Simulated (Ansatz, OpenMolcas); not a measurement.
# A small benchmark: atomisation enthalpy at 298 K

9 molecules with halogens; the atomisation enthalpy at 298 K in kJ/mol, computed less measured. Shapes, held fixed at every level: PBE0-D4/def2-TZVP. Thermal terms are harmonic and unscaled (BLYP/cc-pVTZ, PBE0-D4/def2-TZVP, PBE0/aug-cc-pVTZ); the spin-orbit lowering of the free atoms is taken from their spectra. Programs: Ansatz 0.2.0, OpenMolcas 26.06. Measured values: Active Thermochemical Tables, NIST-JANAF tables.

Levels: A = PBE/STO-3G; B = r2SCAN/cc-pVTZ; C = B3LYP/cc-pVTZ; D = BHLYP/cc-pVTZ; E = M06-2X/cc-pVTZ.

```tsv
molecule	from tabulated heats	A	B	C	D	E
CuCl (cuprous chloride)	368	-184	+3	-30	-41	-20
ClF (chlorine monofluoride)	256	+14	-10	-17	-73	-10
F2 (fluorine)	159	+230	+1	-6	-95	-22
BOF (fluoro(oxo)borane)	1501	+185	-7	-27	-117	-9
NClO (nitrosyl chloride)	790	+33	+24	+3	-148	-24
OF2 (oxygen difluoride)	383	+363	+27	+1	-153	-20
NF3 (SMILES FN(F)F)	843	+276	+35	+9	-163	-4
NO2F (nitryl fluoride)	1159	-38	+71	+24	-207	-11
CH3Br (SMILES CBr)	1519	+373	-1	-14	-50	-19
```

Q: Which level does best on this set, which worst, and which err to one side?

A: 
```tsv
level	kind	mean error	mean absolute error	worst case
PBE/STO-3G	GGA	+139.1	188.4	CH3Br
r2SCAN/cc-pVTZ	meta-GGA	+15.9	19.9	NO2F
B3LYP/cc-pVTZ	global hybrid	-6.3	14.6	CuCl
BHLYP/cc-pVTZ	global hybrid	-116.3	116.3	NO2F
M06-2X/cc-pVTZ	global hybrid	-15.4	15.4	NClO
```

On this set B3LYP/cc-pVTZ has the smallest mean absolute error and PBE/STO-3G the largest. PBE/STO-3G is too high in 7 of 9; r2SCAN/cc-pVTZ is too high in 6 of 9; BHLYP/cc-pVTZ is too low in 9 of 9; M06-2X/cc-pVTZ is too low in 9 of 9. The heats of CuCl, NO2F come from older tables and can be uncertain by 10 kJ/mol or more. Heats of the atoms come from ATcT where it has them, that of boron, 570 kJ/mol, from recent work. The levels differ in basis as well as in method. The tabulated value of BOF is in doubt (older tables, estimates, or at odds with other calculations) and kept here. Over the 8 molecules whose values aren't doubted the mean absolute errors are A 188.9; B 21.5; C 13.0; D 116.2; E 16.2. The smallest two are near a tie. Relativity is left out for Br, Cu. The set is small.

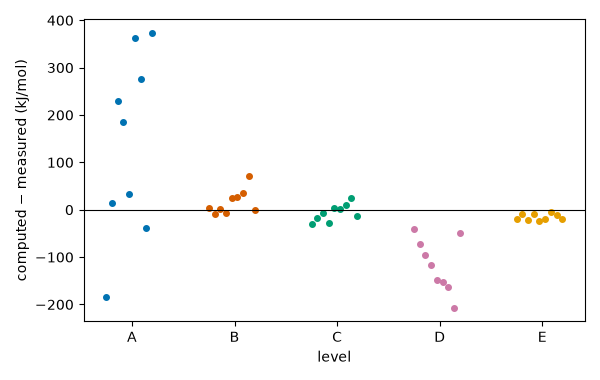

Errors of each level, one point a molecule.
